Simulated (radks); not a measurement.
**Run report: I⁺, atomic calculation**

System: I⁺ (Z = 53, 52 electrons) in the configuration [Kr] 4d10 5s2 5p4 (high spin).
Method: scalar-relativistic Kohn-Sham, Slater X-alpha with alpha = 0.605, spin-polarised, spherical densities, finite nucleus (the in-house radial solver radks).

### Input
```
Z 53
configuration [Kr] 4d10 5s2 5p4
relativity scalar-relativistic
functional xalpha 0.605
spin polarised
nucleus finite rms 4.75 fm
c 137.035999084
```

Energies in input and log are in hartree, lengths in bohr (the nuclear radius in fm).

### Output
```
1s      1   1.0000       -1209.31427979
2s      1   1.0000        -186.83733841
2p      1   3.0000        -167.74779841
3s      1   1.0000         -37.81142186
3p      1   3.0000         -31.63314643
3d      1   5.0000         -22.35183908
4s      1   1.0000          -6.82434169
4p      1   3.0000          -4.88938512
4d      1   5.0000          -2.07522306
5s      1   1.0000          -0.91712686
5p      1   3.0000          -0.52366171
1s      2   1.0000       -1209.31187488
2s      2   1.0000        -186.83608639
2p      2   3.0000        -167.74589685
3s      2   1.0000         -37.80919250
3p      2   3.0000         -31.63071976
3d      2   5.0000         -22.34958012
4s      2   1.0000          -6.81920264
4p      2   3.0000          -4.88346942
4d      2   5.0000          -2.06494758
5s      2   1.0000          -0.86368149
5p      2   1.0000          -0.46792216
Etot -7089.218694140548
Ekin 7442.714565491353
Encl -17163.45175553145
Eh 2785.294816880418
Exc -153.7763209808703
err 8.130639921776806e-10
it 14
```

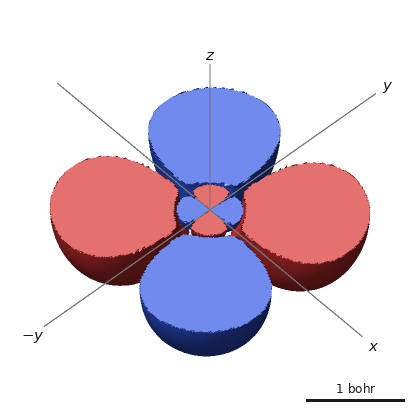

Figure 1. One occupied orbital of up spin is shown. The surface of constant |ψ| that holds about 90 % of the electron is drawn, red where ψ is positive and blue where it is negative, with the half in front of the xy plane cut away and the cut face painted. The radial function comes from the spherical calculation and is multiplied by a real spherical harmonic; the overall sign is chosen so that the largest lobe of P(r) is positive; at the scalar-relativistic level it is the large component. It is 4d(xy) of up spin. It has the nodal planes xz and yz and 1 radial node, at r = 0.354 bohr. The outermost maximum of P² lies at 0.782 bohr, ⟨r⟩ = 0.930 bohr, 90 % of the charge lies within 1.42 bohr, and the eigenvalue is −56.5 eV, with 5 electrons in the shell for this spin.

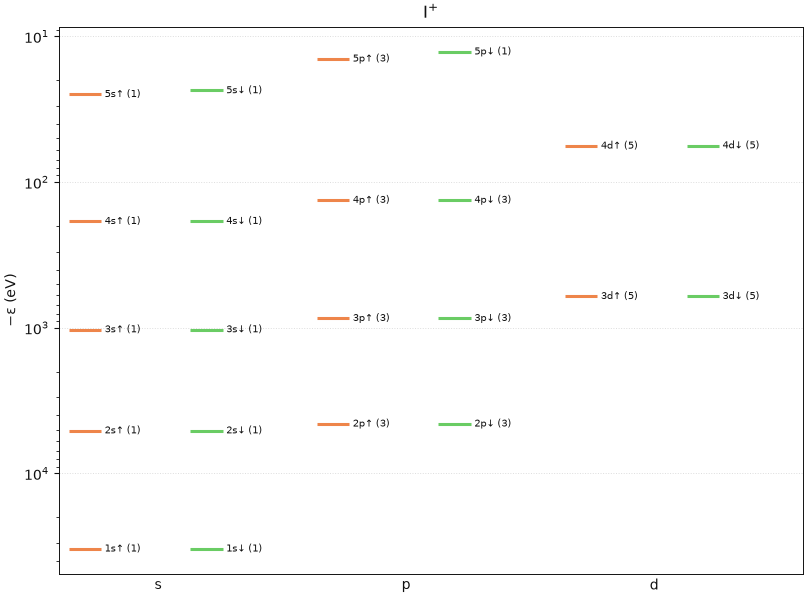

Figure 2. All occupied levels, on a logarithmic scale of binding energy, are drawn by angular momentum (occupations in brackets, up spins at the left of each column and down spins at the right). The highest occupied level is 5p down at −12.7 eV. The highest 4 occupied levels, from the top down, are 5p down (−12.7 eV), 5p up (−14.2 eV), 5s down (−23.5 eV), 5s up (−25.0 eV). The largest exchange splitting (down less up) among the shells drawn in both spins is that of 5p, 1.52 eV. The measured ionisation energy (NIST) is 19.1 eV; minus the highest level, 12.7 eV, lies 33 % below it.

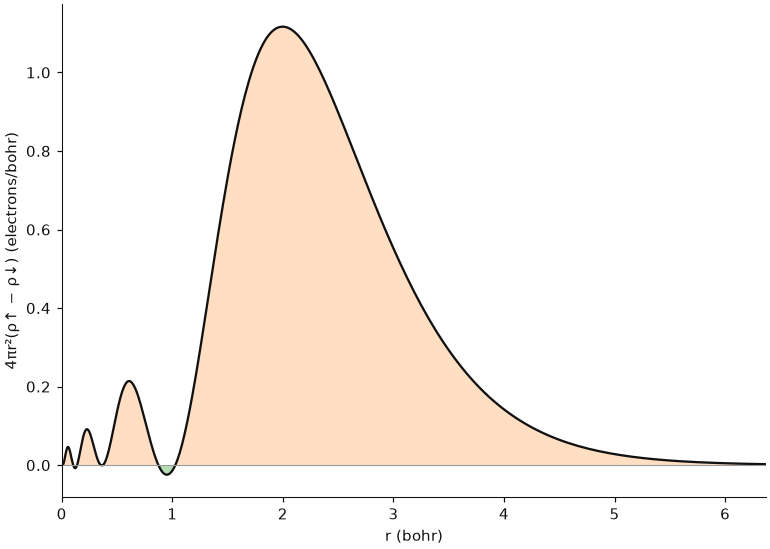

Figure 3. The radial spin density. The curve integrates to 2 unpaired electrons, held by 5p (+2). Its largest value, 1.12 electrons/bohr, lies near r = 2.0 bohr. Regions of the opposite sign hold 0.0027 electrons in all, from the polarisation of filled shells.

### Summary

```
                       quantity                      value
                        outcome                  converged
                   total energy         −7089.2187 hartree
                 kinetic energy          7442.7146 hartree
        electron–nucleus energy        −17163.4518 hartree
                 Hartree energy          2785.2948 hartree
    exchange–correlation energy        −153.776321 hartree
radius at density 0.001 e/bohr³                  4.26 bohr
                 SCF iterations                         14
                       hardware  1 CPU thread, shared host
```
